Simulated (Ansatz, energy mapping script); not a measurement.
# Spin model of GdN in the rock-salt structure from collinear orders, part 3 of 3

Wanted: the magnetic order of GdN in the rock-salt structure, its couplings and an estimate of its ordering temperature, by PBE+U with a computed U.

PBE with U on Gd f by linear response, ortho-atomic projectors; plane waves, U on orthogonalised atomic orbitals unless named otherwise, collinear spin, no spin–orbit coupling.

So far. Step 10 (Parallel start in cell D (6 atoms)): The run ends ferromagnetic. For each magnetic atom its energy differs from the parallel run of the first cell by -0.20 meV, an error that one common reference would have brought in. Step 11 (Run 8 (uncompensated ++−; cell D, 6 atoms)): The run ends ferrimagnetic, 8.09 meV a magnetic atom above the parallel order of its cell.

## 12. Parallel start in cell E (6 atoms)

Level of this step: PBE with U = 4.32 eV on Gd f, ortho-atomic projectors (Ansatz).

A new cell needs its own zero of energy.

This run holds the same structure in another cell (c 7.912 → 8.667 Å, α 102.9 → 90.0°, β 102.9 → 90.0°, γ 90.0 → 120.0°).

input.yaml reads:

```yaml
crystal:
  lattice:
    - [0.0, 2.502081428, 2.502081428]
    - [-2.502081428, 0.0, -2.502081428]
    - [-5.004162856, -5.004162856, 5.004162856]
  atoms:
    - { symbol: Gd, position: [0.0, 0.0, 0.0], spin: 7.0 }
    - { symbol: Gd, position: [0.333333333, 0.666666667, 0.666666667], spin: 7.0 }
    - { symbol: Gd, position: [0.666666667, 0.333333333, 0.333333333], spin: 7.0 }
    - { symbol: "N", position: [0.666666667, 0.333333333, 0.833333333] }
    - { symbol: "N", position: [0.0, 0.0, 0.5] }
    - { symbol: "N", position: [0.333333333, 0.666666667, 0.166666667] }
magnetization:
  spin_polarized: true
kpoints:
  mp_grid: { grid: [12, 12, 4] }
hamiltonian:
  xc: pbe
  hubbard:
    sites:
      - { species: Gd, l: f, u_eff: 4.32 }
      - { site: 0, l: f, u_eff: 4.32, starting_ns: [{ spin: up, occupation_matrix: gd1_major }, { spin: down, occupation_matrix: gd1_minor }] }
      - { site: 1, l: f, u_eff: 4.32, starting_ns: [{ spin: up, occupation_matrix: gd1_major }, { spin: down, occupation_matrix: gd1_minor }] }
      - { site: 2, l: f, u_eff: 4.32, starting_ns: [{ spin: up, occupation_matrix: gd1_major }, { spin: down, occupation_matrix: gd1_minor }] }
    projectors: ortho-atomic
    occupation_matrices:
      gd1_major:
        matrix:
          - [0.998, 0.0, 0.0, 0.0, 0.0, 0.0, 0.0]
          - [0.0, 0.998, 0.0, 0.0, 0.0, 0.0, 0.0]
          - [0.0, 0.0, 0.998, 0.0, 0.0, 0.0, 0.0]
          - [0.0, 0.0, 0.0, 0.999, 0.0, 0.0, 0.0]
          - [0.0, 0.0, 0.0, 0.0, 0.999, 0.0, 0.0]
          - [0.0, 0.0, 0.0, 0.0, 0.0, 0.998, 0.0]
          - [0.0, 0.0, 0.0, 0.0, 0.0, 0.0, 0.998]
      gd1_minor:
        matrix:
          - [0.015, 0.0, 0.0, 0.0, 0.0, 0.0, 0.0]
          - [0.0, 0.009, 0.0, 0.0, 0.0, -0.005, 0.0]
          - [0.0, 0.0, 0.009, 0.0, 0.0, 0.0, 0.005]
          - [0.0, 0.0, 0.0, 0.005, 0.0, 0.0, 0.0]
          - [0.0, 0.0, 0.0, 0.0, 0.001, 0.0, 0.0]
          - [0.0, -0.005, 0.0, 0.0, 0.0, 0.011, 0.0]
          - [0.0, 0.0, 0.005, 0.0, 0.0, 0.0, 0.011]
scf:
  occupations: { method: fermi_dirac, width: 0.05 }
output:
  eigenvalues: true
```

Command:

```sh
$ ansatz run input.yaml --threads 4 --pin off --max-ram 8192MiB --backend cpu --events-out ev --progress --plain --runs-dir out
```

Numbers of over 12 decimals in the logs are rounded to 6 here.

Output:

```text
[...]
Crystal: 6 atoms, lattice volume = 93.984 Å³
Basis set: ecut = 420 eV, 1835 PW (Γ)
Bands: 54, of which v1, the nominal top of the filled ones, is band 35 counted from 1 (34 counted from 0)
Symmetry: 12 space group operations
k-points: 164 of 576
[...]
Starting moments: Σ|m| = 21 μB on 3 of 6 sites
[...]
k-point 1 ↑: bands = [... 31 lower, 8.7419, 8.7419, 8.7521, 8.7544, 8.7567, 10.3016, 11.9014, 11.9547, ... 15 higher]
  k-point 2 ↑: bands = [... 31 lower, 8.7277, 8.7531, 8.7531, 8.7571, 8.8170, 10.0217, 11.8248, 11.8248, ... 15 higher]
  k-point 163 ↓: bands = [... 31 lower, 18.1377, 18.1377, 18.2131, 18.2131, 18.2342, 18.2342, 18.2906, 18.2907, ... 15 higher]
Occupation matrices written to <dir>
[key lines of the parts left out:]
SCF converged after 12 iterations
Magnetization: 20.9999 μB (44.9999 up, 24.0001 down)
Free energy (F): -29157.403671 eV
Fermi energy:    14.340508 eV
```

Wall time 31 s (4 threads of Arm Neoverse V2, shared host); peak memory 1.5 GiB; 1.9 min of CPU time.

The run ends ferromagnetic. For each magnetic atom its energy differs from the parallel run of the first cell by 0.10 meV, an error that one common reference would have brought in.

## 13. Order 10: uncompensated ++−, cell E of 6 atoms

This order reverses 4 of the 12 neighbours at 3.54 Å, 4 of the 6 neighbours at 5.00 Å and 12 of the 24 neighbours at 6.13 Å, counted for an average magnetic atom.

Changes to input.yaml since step 12:

```diff
@@ -8,3 +8,3 @@
     - { symbol: Gd, position: [0.333333333, 0.666666667, 0.666666667], spin: 7.0 }
-    - { symbol: Gd, position: [0.666666667, 0.333333333, 0.333333333], spin: 7.0 }
+    - { symbol: Gd, position: [0.666666667, 0.333333333, 0.333333333], spin: -7.0 }
     - { symbol: "N", position: [0.666666667, 0.333333333, 0.833333333] }
@@ -23,3 +23,3 @@
       - { site: 1, l: f, u_eff: 4.32, starting_ns: [{ spin: up, occupation_matrix: gd1_major }, { spin: down, occupation_matrix: gd1_minor }] }
-      - { site: 2, l: f, u_eff: 4.32, starting_ns: [{ spin: up, occupation_matrix: gd1_major }, { spin: down, occupation_matrix: gd1_minor }] }
+      - { site: 2, l: f, u_eff: 4.32, starting_ns: [{ spin: up, occupation_matrix: gd1_minor }, { spin: down, occupation_matrix: gd1_major }] }
     projectors: ortho-atomic
```

Output:

```text
[...]
Crystal: 6 atoms, lattice volume = 93.984 Å³
Basis set: ecut = 420 eV, 1835 PW (Γ)
Bands: 54, of which v1, the nominal top of the filled ones, is band 35 counted from 1 (34 counted from 0)
Symmetry: 4 space group operations
k-points: 164 of 576
[...]
Starting moments: Σ|m| = 21 μB on 3 of 6 sites
[...]
k-point 1 ↑: bands = [... 31 lower, 11.9703, 11.9703, 12.8233, 12.8233, 13.8347, 14.0544, 14.0544, 16.9107, ... 15 higher]
  k-point 2 ↑: bands = [... 31 lower, 11.8574, 12.6624, 13.0710, 13.2818, 13.2818, 13.6375, 13.6375, 16.8409, ... 15 higher]
  k-point 163 ↓: bands = [... 31 lower, 15.3241, 15.8544, 18.0240, 18.1130, 18.1235, 18.1378, 18.2146, 18.2178, ... 15 higher]
Occupation matrices written to <dir>
[key lines of the parts left out:]
SCF converged after 12 iterations
Magnetization: 6.9983 μB (37.9991 up, 31.0009 down)
Free energy (F): -29157.380711 eV
Fermi energy:    14.237865 eV
```

The job ended after 32 s (4 threads; peak memory 1.6 GiB; 2 min of CPU time).

The run ends ferrimagnetic, 7.49 meV a magnetic atom above the parallel order of its cell.

## 14. From energies to couplings

Each energy difference is a sum of couplings weighted by the pairs that the order reverses. A few near shells are fitted to the differences by least squares. Energies are those extrapolated to zero occupation width, not the free energies F.

Energies from the parallel order of the same cell:

| order | atoms | energy (meV a magnetic atom) | moments (μB) | moments kept as typed | opposed neighbours at 3.54, 5.00, 6.13 Å |
| --- | --- | --- | --- | --- | --- |
| parallel in cell A | 4 | 0.00 | 6.93 | yes | 0, 0, 0 |
| compensated +− in cell A | 4 | 10.43 | 6.91 | yes | 6, 6, 12 |
| parallel in cell B | 4 | 0.00 | 6.93 | yes | 0, 0, 0 |
| compensated +− in cell B | 4 | 11.69 | 6.91 | yes | 8, 0, 16 |
| parallel in cell C | 6 | 0.00 | 6.93 | yes | 0, 0, 0 |
| uncompensated ++− in cell C | 6 | 10.17 | 6.91 to 6.92 | yes | 6.67, 2.67, 8 |
| parallel in cell D | 6 | 0.00 | 6.93 | yes | 0, 0, 0 |
| uncompensated ++− in cell D | 6 | 8.09 | 6.91 to 6.92 | yes | 5.33, 1.33, 16 |
| parallel in cell E | 6 | 0.00 | 6.93 | yes | 0, 0, 0 |
| uncompensated ++− in cell E | 6 | 7.49 | 6.91 to 6.92 | yes | 4, 4, 12 |

Couplings from the energies, with E = −Σ J e·e over ordered pairs:

| pair | distance (Å) | neighbours | J (meV) |
| --- | --- | --- | --- |
| Gd–Gd | 3.54 | 12 | 0.678 |
| Gd–Gd | 5.00 | 6 | 0.158 |
| Gd–Gd | 6.13 | 24 | 0.0225 |
| Gd–Gd | 7.08 | 12 | -0.00579 |

These orders cannot tell some unfitted shells from fitted ones: the value at 3.54 Å holds J(3.54) + 4 J(9.36); other unfitted shells add to the values wholly or in part.

Adding the shell at 7.91 Å gives 0.65, 0.14, 0.017, 6.1e-4 and 0.024 meV and a mean-field temperature of 74.3 K, an exact solve that tests nothing.

In mean field these couplings order at 74.0 K, at q = 0 (the pattern repeats with the chemical cell).

## 15. Monte Carlo

Mean field ignores fluctuations and overstates the ordering temperature, so the model is also sampled. The heat capacity peaks where order sets in.

Classical unit spins with these couplings on 8×8×8 copies of a cell that holds the lowest order (512 spins), heat-bath sweeps, cooled from random directions, 831 sweeps to settle and 2493 measured at each temperature, averaged over 4 runs.

| T (K) | order along the lowest pattern | net moment | heat capacity (k_B a spin) |
| --- | --- | --- | --- |
| 8.88 | 0.95 | 0.95 | 1.06 |
| 15.2 | 0.91 | 0.91 | 1.12 |
| 24.6 | 0.85 | 0.85 | 1.14 |
| 30.9 | 0.81 | 0.81 | 1.33 |
| 37.2 | 0.75 | 0.75 | 1.41 |
| 46.7 | 0.65 | 0.65 | 1.64 |
| 53.0 | 0.55 | 0.55 | 1.96 |
| 59.3 | 0.40 | 0.40 | 2.24 |
| 65.6 | 0.22 | 0.22 | 1.16 |
| 75.1 | 0.12 | 0.12 | 0.35 |
| 81.4 | 0.10 | 0.10 | 0.26 |

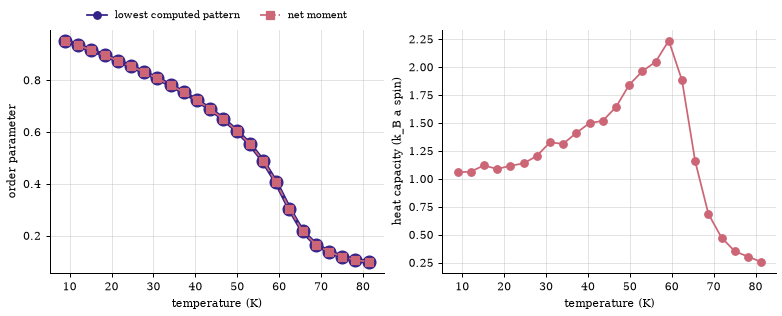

Order parameter and heat capacity against temperature.

The smoothed heat capacity peaks at 58 K.

## 16. Comparison

The first set of orders, under PBE+U (6 eV), took 24 min of CPU time summed over its finished orders (seed run apart), these 24 min, beside 15 min for the response run.

| quantity | this set | first set |
| --- | --- | --- |
| J at 3.54 Å, meV | 0.678 | 0.670 |
| J at 5.00 Å, meV | 0.158 | 0.0897 |
| J at 6.13 Å, meV | 0.0225 | 0.0256 |
| J at 7.08 Å, meV | -0.00579 | -0.00952 |
| ordering temperature, mean field, K | 74.0 | 70.3 |
| heat-capacity peak, Monte Carlo, K | 58 | 55 |

The coupling that led in the first set goes from 0.670 to 0.678 meV.

## 17. Results

```
lowest order tried                                              : parallel
largest fitted value (a combination of shells), Gd–Gd at 3.54 Å : 0.678 meV
ordering temperature, mean field                                : 74.0 K
heat-capacity peak, Monte Carlo                                 : 58 K
```

**Reading.** Of the orders tried, GdN in the rock-salt structure prefers parallel moments under PBE+U (4.32 eV, computed), and the heat capacity of the fitted model peaks near 58 K (Monte Carlo, classical spins). The coupling at 3.54 Å is 1.0 times that of the first set, at 1.6 times the CPU time. The largest fitted value is 0.68 meV, at 3.54 Å. It is a combination of shells that these orders cannot split, so neither its size nor its sign can be laid on that pair alone. The orders also reverse pairs at 7.91 Å, which are not fitted, so the fitted values hold their part too. With 5 differences for 4 couplings the fit misses by 0.30 meV at most, a small part of the spread. In the fitted orders moments change by up to 0.29 % against the parallel run of the same cell, so their size stays put. Monte Carlo puts the peak at 0.78 of the mean-field temperature, since mean field leaves out fluctuations. In tests on simple cubic and body-centred models such peaks lay 5 to 6 % under the bulk value. The parallel order holds 7 μB a magnetic atom, spin 3.5; the common factor (S+1)/S would raise the classical 58 K to 74.6 K, a correction that often overshoots. The cell was built from a prototype and relaxed; a distortion that needs a larger cell, or another structure that the compound may prefer, is not captured.

[Logs and program files are shortened in this print: banners, set-up blocks, solver, clock and traceback lines can be left out without a mark of their own.]

[Logs are printed without paths, hosts, clocks, repeated set-up lines and the standing remarks that a program may print on its own settings, such as how far it seeks lower states.]

[Hosts, paths, dates, database ids (printed as entryN), source tags and the programs' standing remarks are cut or masked in the printed files.]

[Where a cell is said to come from a database of computed structures, the database is the Materials Project.]
